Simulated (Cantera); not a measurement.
A closed system holds: 1 mol Al2O3, a varied amount of Cl2, 0.12 mol H2, at 1498 K and 7900 Pa.

Method: chemical equilibrium by Gibbs-energy minimisation in Cantera with the NASA 1993 tables (ideal gas, pure condensed phases). Candidate condensed phases: Al, AlCl3, Al2O3, H2O; 29 gas species. The tables' values for AlCl2 are old estimates; treat these amounts as uncertain. Rates play no part.

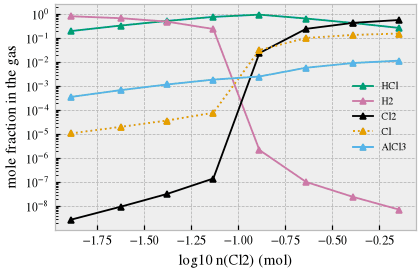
Fig. 1. Equilibrium gas composition (values under 1e-9 drawn at 1e-9)

Q: Read off the mole fractions at 0.41 mol Cl2.

A: Cl2 about 0.43, HCl about 0.42, Cl about 0.13, AlCl3 about 0.0091, H2 about 2.4e-8.
